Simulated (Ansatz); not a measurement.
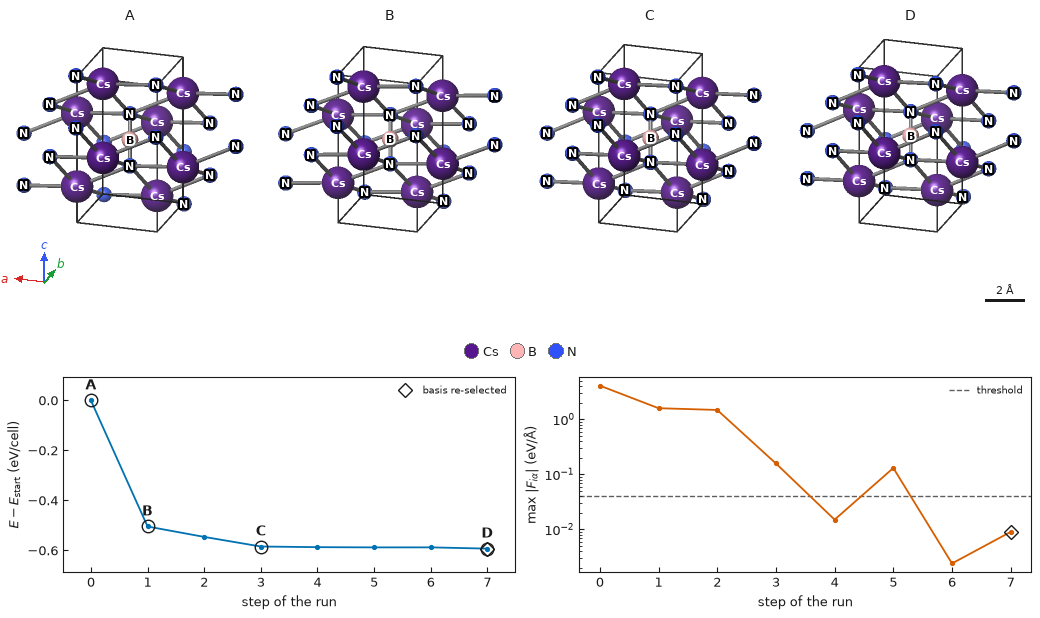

Frames of a relaxation of crystalline Cs$_{2}$BN$_{2}$ (a generated structure, set up in P4/mmm) (coarse preliminary run), marked on the history of the run. The picture is a ball-and-stick view of the cell of the calculation, seen from a free direction.

Theory: DFT PBE, scalar-relativistic, plane waves, PAW in Ansatz 0.2.0. Settings: plane-wave cutoff 420 eV; k-point mesh 4 × 4 × 2; occupations gaussian; smearing width 0.1 eV; collinear spin; cell and atoms relaxed; force threshold 0.04 eV/Å; at most 70 steps.

> Describe the path.

The largest moves relative to the cell, 0.21 Å, are those of N atoms. Largest moves by element: N 0.21 Å, Cs 0.19 Å. B stays in place. Cell: a = b 4.412 → 4.300 Å (−2.5 %), c 8.209 → 8.730 Å (+6.3 %). Volume +1.0 %. Some distances before and after: B–N 1.464 → 1.349 Å, Cs–N 3.180 → 3.114 Å. Bond angles that change, for instance: N–Cs–N 157.7° → 155.2°, Cs–N–Cs 157.7° → 155.2°. The space group stays P4/mmm (No. 123). Over 6 accepted moves (7 points after the start) the energy falls by 0.593 eV per cell of the calculation. The largest force component goes from 4.1 to 0.009 eV/Å. Pressure: −4.58 GPa at the start and 0.04 GPa at the end. At 1 point the geometry stayed and the basis and grid were re-selected for the new cell (energy shift of 5.0 meV per cell of the calculation at most each time). The run took 63 s on 1 thread of Arm Neoverse V1, on a shared host, peak memory 0.44 GiB. From step 0 to 1: Cs atoms move most (0.20 Å), volume −1.5 %, energy −0.504 eV per cell of the calculation. From step 1 to 3: Cs atoms move most (0.07 Å), volume −0.5 %, energy −80.0 meV per cell of the calculation. From step 3 to 7: Cs atoms move most (0.06 Å), volume +3.1 %, energy −8.5 meV per cell of the calculation.

| step | E − E(0), meV/atom | largest force component, eV/Å | pressure, GPa | volume, Å³/atom | note |
| --- | --- | --- | --- | --- | --- |
| 0 | 0.00 | 4.1060 | -4.58 | 31.966 |  |
| 1 | -100.81 | 1.5968 | -1.19 | 31.472 |  |
| 2 | -109.13 | 1.4833 | 1.13 | 31.577 |  |
| 3 | -116.81 | 0.1579 | -0.08 | 31.309 |  |
| 4 | -117.33 | 0.0150 | 0.12 | 31.561 |  |
| 5 | -117.51 | 0.1306 | 0.19 | 31.964 |  |
| 6 | -117.49 | 0.0024 | 0.00 | 32.289 |  |
| 7 | -118.50 | 0.0090 | 0.04 | 32.289 | same geometry, new basis |

Limits of the set-up: the k-point mesh is coarse for a cell with partly filled bands.
